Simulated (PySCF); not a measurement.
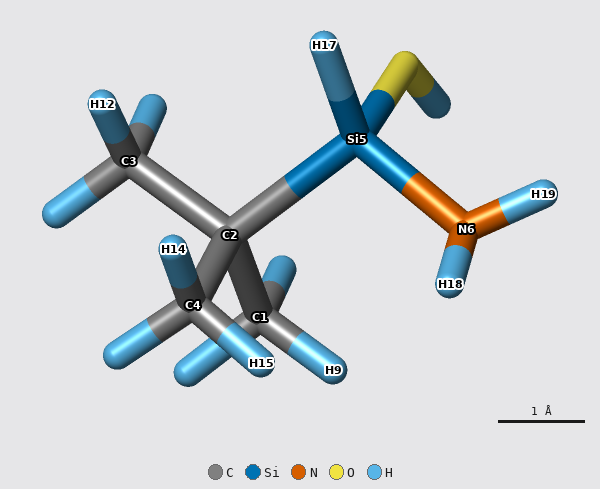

*The structure as given in the input (stick view, seen at a tilt; atoms are numbered from 1 in the order of the input).*

**NMR shielding calculation of C₄H₁₃NOSi**

The run: NMR shielding calculation of C₄H₁₃NOSi. Method and program: common gauge origin BLYP/pcSseg-1 NMR shielding, non-relativistic, gas phase (PySCF 2.14.0).

Some settings of this run were made unusual or wrong on purpose. The geometry comes from this level: GFN2-xTB. Figures and captions count atoms from 1; the log counts them from 0 in places.

The input:
```
{"job": {"kind": "nmr", "xc": "BLYP", "basis": "pcSseg-1", "pop": false, "gauge": [0, 0, 0], "scf": {"max_cycle": 58}}, "charge": 0, "multiplicity": 1}
C     -0.630753    -0.265586    -1.580520
C     -0.521188     0.034791    -0.083815
C     -1.423568     1.225306     0.242985
C     -1.022608    -1.181346     0.695043
Si     1.286610     0.450177     0.395916
N      2.223008    -0.955499     0.025239
O      1.913453     1.696775    -0.443464
H     -0.340814     0.601970    -2.170643
H      0.011780    -1.099256    -1.855391
H     -1.657190    -0.523059    -1.843661
H     -2.453372     1.019757    -0.050808
H     -1.411301     1.438118     1.309747
H     -1.089891     2.117442    -0.282483
H     -0.934564    -1.016123     1.766860
H     -0.448980    -2.068733     0.436972
H     -2.070075    -1.378194     0.465870
H      1.372492     0.993497     1.750880
H      1.945815    -1.837908     0.421164
H      3.225471    -0.866167     0.076961
H      2.020527     1.624716    -1.388374
```

The first line tells a small driver script what to run in PySCF; the rest is the geometry in Å.

Launched with:
```bash
OMP_NUM_THREADS=1 python <driver script> task.json out
```

Log:
```
final grid: 148800 points
cycle   1  E = -579.3286619135  dE =  5.597e-01  |g| = 1.177e+00  |ddm| = 3.882e+00
cycle   2  E = -578.5618910244  dE =  7.668e-01  |g| = 2.210e+00  |ddm| = 3.452e+00
cycle   3  E = -579.6015558276  dE = -1.040e+00  |g| = 2.428e-01  |ddm| = 2.759e+00
cycle   4  E = -579.6107581543  dE = -9.202e-03  |g| = 1.255e-01  |ddm| = 3.060e-01
cycle   5  E = -579.6139836859  dE = -3.226e-03  |g| = 3.011e-02  |ddm| = 1.373e-01
cycle   6  E = -579.6141744227  dE = -1.907e-04  |g| = 1.205e-02  |ddm| = 4.360e-02
cycle   7  E = -579.6142055703  dE = -3.115e-05  |g| = 2.141e-03  |ddm| = 1.044e-02
cycle   8  E = -579.6142064004  dE = -8.301e-07  |g| = 1.032e-03  |ddm| = 3.130e-03
cycle   9  E = -579.6142066351  dE = -2.347e-07  |g| = 2.274e-04  |ddm| = 1.091e-03
cycle  10  E = -579.6142066477  dE = -1.255e-08  |g| = 4.839e-05  |ddm| = 3.215e-04
cycle  11  E = -579.6142066482  dE = -4.816e-10  |g| = 1.963e-05  |ddm| = 8.652e-05
converged SCF energy = -579.6142066482

GIAO shielding tensors (ppm)
atom      isotropic    diamagn.    paramagn.     s11        s22        s33       span
  0 C      174.514     390.275    -215.761    151.718    164.160    207.662     55.944
  1 C      214.103     528.519    -314.416    188.303    226.814    227.191     38.888
  2 C      170.692     375.471    -204.779    147.984    159.724    204.366     56.382
  3 C      174.344     387.038    -212.694    152.711    164.665    205.655     52.944
  4 Si     374.880    1063.998    -689.119    349.667    383.413    391.560     41.894
  5 N      206.714     406.608    -199.894    149.219    208.636    262.288    113.070
  6 O      243.772     427.314    -183.542    185.532    210.943    334.842    149.309
  7 H       44.992      71.205     -26.213     25.370     39.901     69.706     44.336
  8 H       48.023      89.161     -41.138     29.705     44.775     69.590     39.885
  9 H       36.636      23.537      13.099     26.549     31.536     51.823     25.274
 10 H       35.075      15.302      19.773     24.131     29.793     51.302     27.171
 11 H       42.455      59.369     -16.914     24.149     36.702     66.515     42.366
 12 H       43.026      63.382     -20.357     21.574     39.068     68.435     46.862
 13 H       44.778      69.758     -24.981     26.527     41.509     66.297     39.770
 14 H       47.651      85.038     -37.387     29.647     44.532     68.773     39.126
 15 H       36.300      21.849      14.451     26.987     31.536     50.377     23.390
 16 H       21.272      51.882     -30.610    -15.242      6.754     72.305     87.547
 17 H       35.622      51.419     -15.797      8.046     27.842     70.978     62.932
 18 H        2.167    -108.820     110.986    -32.756    -18.326     57.582     90.338
 19 H       20.984       1.106      19.878    -11.542     -0.658     75.152     86.694
```

Outcome:

```tsv
quantity	value
outcome	converged
total energy	−579.614207 hartree
HOMO	−5.78 eV
LUMO	0.11 eV
dipole moment	1.64 D
isotropic shielding, C	170.7 to 214.1 ppm
isotropic shielding, Si	374.9 ppm
isotropic shielding, N	206.7 ppm
isotropic shielding, O	243.8 ppm
isotropic shielding, H	2.2 to 48.0 ppm
hardware	1 CPU thread, shared host
wall time	45 s
peak memory	0.86 GiB
```

What went wrong:

Some settings of this run were drawn to be unusual or wrong; see gauge = [0, 0, 0]. It converged; results that depend on the unusual settings are not reference values.
